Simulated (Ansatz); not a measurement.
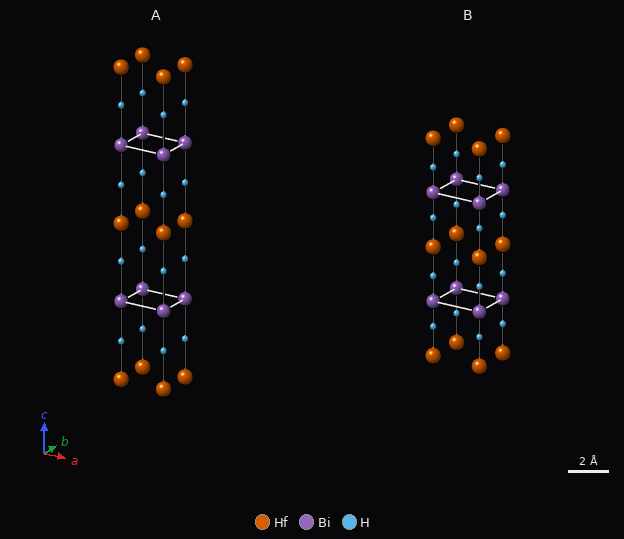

Two geometries of solid HfBiH$_{2}$ (a generated structure, set up in P6/mmm) (coarse preliminary run), drawn at one scale. One is the start of a relaxation, the other its converged end. Style: ball-and-stick. Shown: the cell of the calculation, slightly off an axis.

Computed with Ansatz, DFT PBE, scalar-relativistic, plane waves, PAW. Set-up: plane-wave cutoff 420 eV; k-point mesh 6 × 6 × 4; occupations gaussian; smearing width 0.1 eV; no spin polarisation; cell and atoms relaxed; force threshold 0.04 eV/Å; at most 70 steps.

Which geometry has the lower energy?

Answer. Structure A is the relaxed one. The energy falls by 11.536 eV per cell of the calculation in 12 accepted moves (14 points after the start). The largest force component goes from 9.7 to 0.0087 eV/Å. The pressure goes from 51.13 to −0.06 GPa. The SCF was repeated twice at an unchanged geometry on a basis and grid sized afresh for the cell, which shifted the energy by 0.302 eV per cell of the calculation at most. The largest moves relative to the cell, 0.19 Å, are those of H atoms. Hf and Bi stay in place. Cell: a = b 3.599 → 3.302 Å (−8.3 %), c 5.636 → 8.091 Å (+43.6 %). Volume +20.8 %. Among the contacts that change: Bi–Hf 2.818 → 4.046 Å, Bi–H 1.310 → 2.069 Å, H–Hf 1.508 → 1.977 Å, Hf–Hf 3.599 → 3.302 Å. Bonds break: Bi–Hf (2.82 → 4.05 Å). The space group stays P6/mmm (No. 191). The run took 45 s on 1 thread of Arm Neoverse V1, on a shared host, peak memory 0.38 GiB.
